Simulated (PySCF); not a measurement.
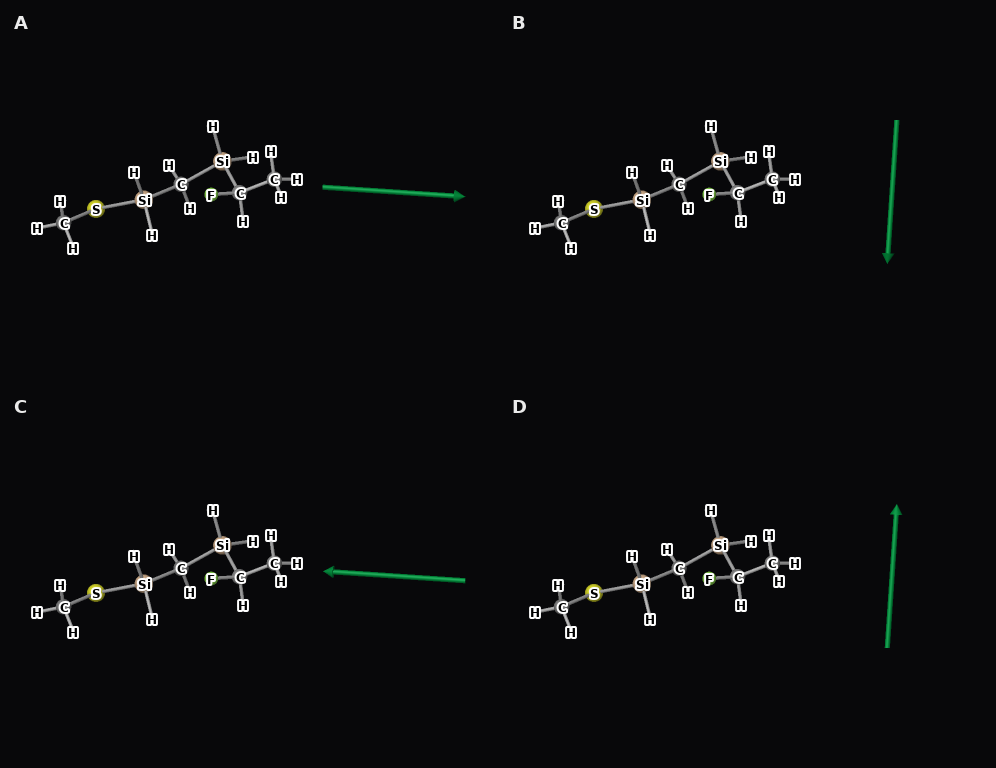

The same molecule four times, each with an arrow. The computed structure is the end point of a GFN2-xTB optimisation. No frequency run is at hand to confirm it as a minimum. Level of theory: PBE0/pcSseg-1, gas phase (PySCF 2.14.0).

**Which arrow points along the dipole moment, from the negative to the positive end?**

A. The dipole moment is 1.80 D.

The geometry is semi-empirical. Around Si such bond lengths and angles can be off by a tenth of an ångström or more and by several degrees, and values that hang on the shape move with them.
